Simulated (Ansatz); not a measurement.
# Cl$_{2}$GaHO: what the fields show

```xyz
5

Ga   -0.0168   -0.0359   -0.0292
O     0.0041   -0.1227    1.7415
H    -0.8783   -0.1555    2.1367
Cl    1.8488    0.0469   -1.0581
Cl   -1.8673   -0.0142   -1.1138
```

Theory: RKS B3LYP-D4/def2-SVP in Ansatz 0.2.0.

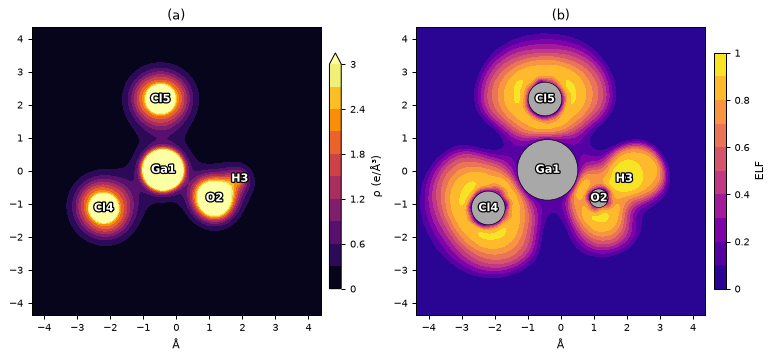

Figure 1. (a) electron density; (b) ELF on the molecular plane. Grey discs cover the atomic cores in the ELF map.

Q: Interpret the plot.

A: The plane passes through Ga, O, H and Cl nuclei.
Ga–O (1.77 Å): the density is about 0.89 e/Å³ at the midpoint; the ELF peaks at about 0.80 in the valence shell of O, 0.6 Å from its nucleus, and is about 0.20 at the midpoint.
Ga–Cl (2.13 Å): ρ at the midpoint is about 0.7 e/Å³; the ELF peaks at about 0.85 in the valence shell of Cl, 0.8 Å from its nucleus, and is about 0.55 at the midpoint.
O–H (0.97 Å): the density is about 3.6 e/Å³ at the midpoint; the ELF climbs to about 1 towards the hydrogen, as it does in any bond to H: an ordinary covalent bond to hydrogen.
The ELF also peaks beside Cl4, O2 and Cl5, away from the bonds: lone-pair regions.

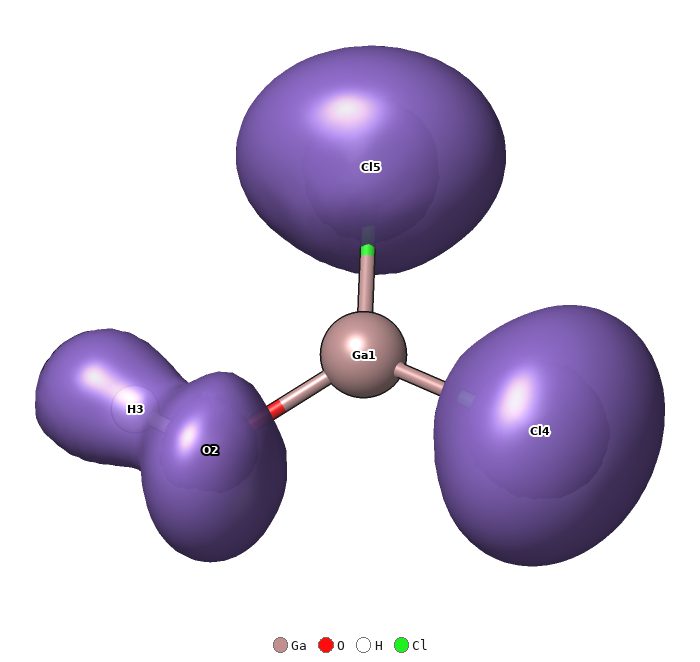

Figure 2. Isosurface of the ELF at 0.75 (purple), seen at a tilt. Core shells and regions of very low density are left out.

Q: Describe the localisation domains.

A: At this value the surface marks out two regions wrapped around Cl (the valence shell of each) and one joined region spread over several atoms (H, O), in which their bonds and any lone pairs are merged.

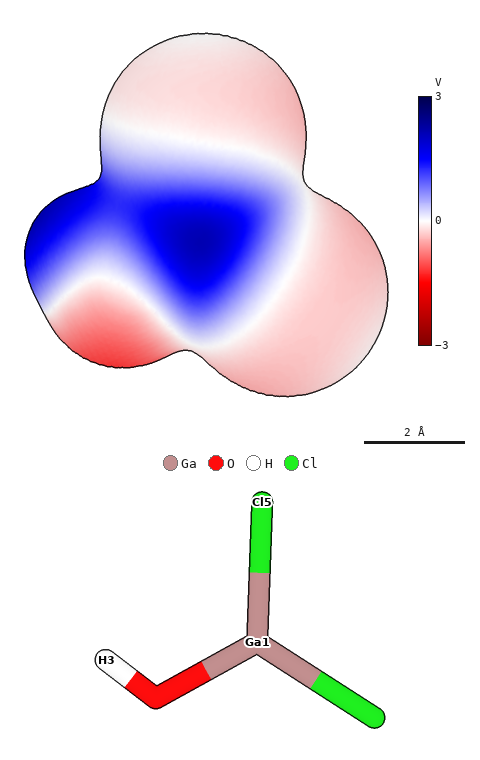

Figure 3. The electrostatic potential painted on the density surface at 0.001 e/bohr³, seen at a tilt; the colour scale runs from red (negative) to blue (positive). The bare structure is drawn below in the same view.

Q: Where is the surface potential most negative and most positive?

A: The most negative region (about −1.2 V, or −28 kcal/mol for a unit charge) lies over O2, the most positive (about +2.1 V, or +48 kcal/mol for a unit charge) over Ga1 and H3. O2 is the likeliest acceptor of a hydrogen bond.
